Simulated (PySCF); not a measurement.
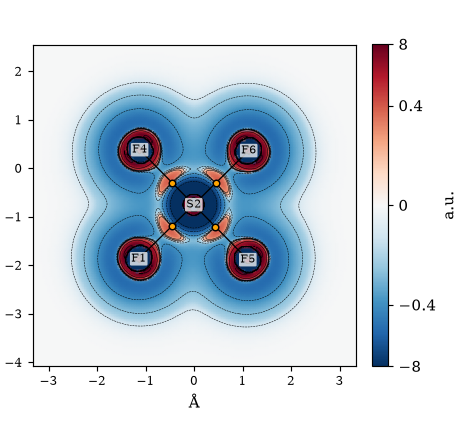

Figure 1: F₆S, SMILES `FS(F)(F)(F)(F)F`. Negative Laplacian of the density (−∇²ρ) in the plane of F1, S2, F4, F5 and F6 (red positive, blue negative, colour scale in a.u., logarithmic beyond ±0.04), with bond paths and bond critical points (dots).

Level of theory: PBE0/def2-TZVP (PySCF), at a geometry from GFN2-xTB. No frequency check shows the geometry to be a minimum. GFN2-xTB bond lengths at metals and heavier atoms can be off by up to 0.1 Å and shapes distorted, which carries into these values.

Input script:

```python
import numpy as np
from pyscf import gto, scf, dft
from pyscf.scf import atom_ks, atom_hf
from scipy.linalg import block_diag

def solve(mol, dm0=None, hcore=None):
    mf = (dft.UKS if mol.spin else dft.RKS)(mol, xc='pbe0')
    mf.grids.level = 3
    mf = mf.density_fit(auxbasis='def2-universal-jkfit')
    mf.conv_tol, mf.max_cycle = 1e-8, 80
    if hcore is not None:
        mf.get_hcore = lambda *args: hcore
    mf.kernel(dm0)
    if not mf.converged:
        mf = mf.newton().run(mf.mo_coeff, mf.mo_occ, max_cycle=30)
    assert mf.converged, 'SCF not converged'
    return mf

mol = gto.M(atom='''
F     -1.06605    -0.56618     1.03535
S      0.00009     0.00003    -0.00004
F     -1.14229     0.14389    -1.09707
F      0.29684    -1.47914    -0.50314
F     -0.29701     1.47916     0.50309
F      1.06617     0.56624    -1.03539
F      1.14218    -0.14404     1.09723
''', basis='def2-tzvp', charge=0, spin=0, verbose=4)
mf = solve(mol)
mf.analyze()
# spherically averaged free atoms, for the promolecule
atm = atom_ks.get_atm_nrks(mol, xc='pbe0')
pro = block_diag(*[(atm[a[0]][2] * atm[a[0]][3]) @ atm[a[0]][2].T for a in mol._atom])
np.savez('result.npz', e=mf.e_tot, c=mf.mo_coeff, occ=mf.mo_occ, eps=mf.mo_energy, pro=pro, dip=mf.dip_moment(verbose=0), s2=mf.spin_square()[0])
```

Command:

```sh
OMP_NUM_THREADS=1 python input.py
```

The run took 21 s on 1 thread of Intel(R) Xeon(R) Platinum 8259CL CPU @ 2.50GHz (Skylake/Cascade Lake), with other jobs on the host, peak memory 0.83 GiB.

Partitions, critical points and surface values were worked out afterwards from this run's density.

> Sort the bonds in the plane by the sign of ∇²ρ at their critical points.

Concentrated (∇²ρ < 0): S2–F4, S2–F6, S2–F5 and F1–S2 (−0.02 a.u.). At none is it depleted.

> Where along S2–F4 does the critical point lie?

0.63 Å from S2 and 0.96 Å from F4.
